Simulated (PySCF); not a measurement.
C3H5BF2Si

| atom | x (Å) | y (Å) | z (Å) |
| --- | --- | --- | --- |
| C | 2.7783 | 0.3753 | 0.0748 |
| C | 1.4004 | -0.0519 | 0.1562 |
| C | 0.2516 | -0.4137 | 0.2260 |
| Si | -1.5170 | -0.9379 | 0.3370 |
| B | -2.6769 | 0.6393 | 0.0027 |
| F | -2.8095 | 1.2290 | -1.1734 |
| F | -3.4062 | 1.2377 | 0.9298 |
| H | 3.1571 | 0.5965 | 1.0724 |
| H | 2.8551 | 1.2714 | -0.5408 |
| H | 3.3867 | -0.4130 | -0.3679 |
| H | -1.7102 | -2.0118 | -0.6519 |
| H | -1.7083 | -1.5217 | 1.6737 |

Geometry: GFN2-xTB.

These are results of PBE0/pcSseg-1, SCF density, gas phase, non-relativistic (PySCF 2.14.0), not measurements.

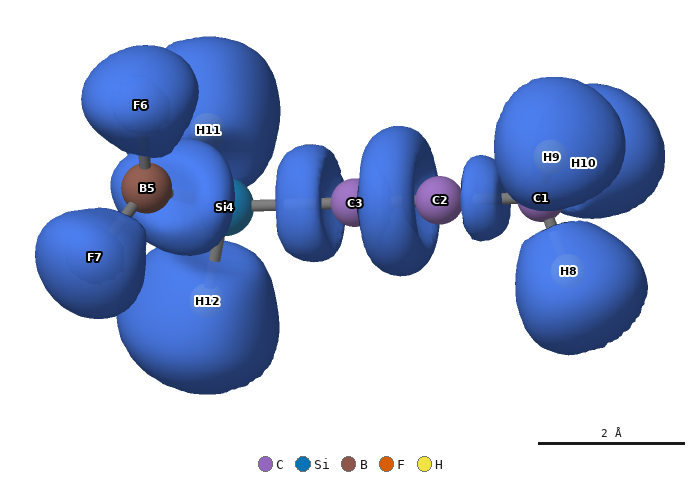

Figure 1. Isosurface of the ELF at 0.75 (blue), seen from one side. Only the valence region is drawn (cores and ρ < 0.01 e/Å³ removed).

Q: Describe the localisation domains.

A: The ELF exceeds this value in one region between bonded B–Si atoms (shared pairs), two regions between bonded C–C atoms (shared pairs), one region between bonded C–Si atoms (shared pairs), five regions around hydrogen nuclei and two regions on F in which the atom's valence shell and bonds are merged.


C–C (1.21 Å): the ELF peaks at about 0.85 between the atoms; a short, multiple covalent bond. B–F (1.32 Å): the ELF peaks at about 0.85 between the atoms: a shared but strongly polarised pair.

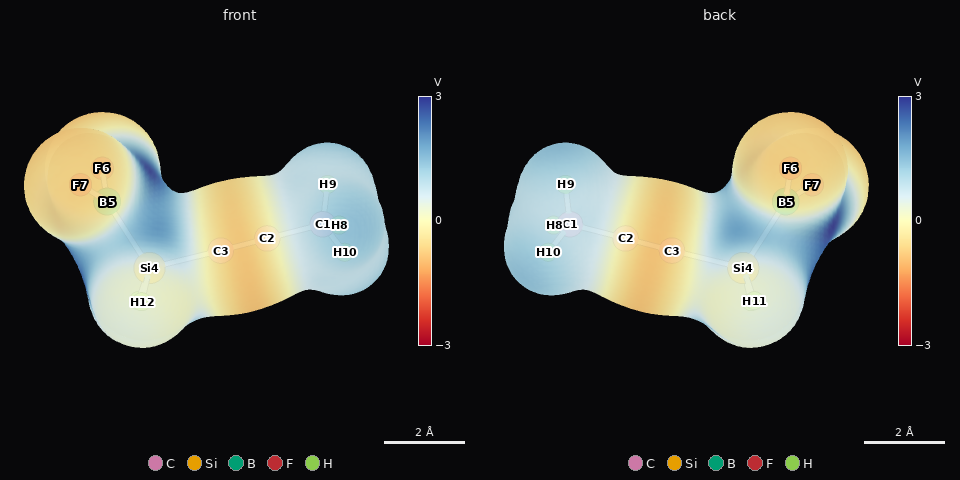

Figure 2. The molecular electrostatic potential painted on the density surface at 0.004 e/bohr³, seen from the front and from behind; red is negative and blue positive.

Q: Describe the electrostatic potential map.

A: The most negative region (about −0.8 V, or −18 kcal/mol for a unit charge) lies over C2, C3, F6 and F7, the most positive (about +2.8 V, or +65 kcal/mol for a unit charge) over B5.

Q: What dipole moment does the calculation give?

A: Its dipole moment is 2.04 D.

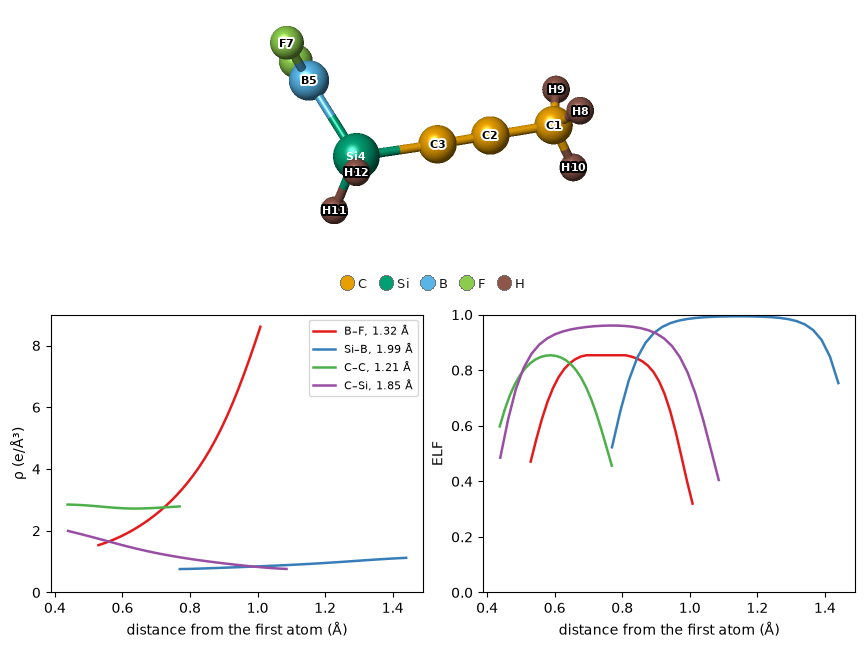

Figure 3. Electron density and ELF along straight lines between neighbouring atoms. The curves leave out the atomic cores. The structure is drawn too.

Q: What kind of bonding do the profiles show?

A: B–F (1.32 Å): the density is about 2.2 e/Å³ at the midpoint; the ELF peaks at about 0.85 between the atoms: a polar covalent bond.
Si–B (1.99 Å): ρ is about 0.84 e/Å³ halfway; the ELF peaks at about 1 between the atoms; a shared electron pair.
C–C (1.21 Å): ρ at the midpoint is about 2.7 e/Å³; the ELF peaks at about 0.85 between the atoms: a short, multiple covalent bond.
C–Si (1.85 Å): ρ is about 0.91 e/Å³ halfway; the ELF peaks at about 0.95 between the atoms, as expected for localised, covalent bonding.
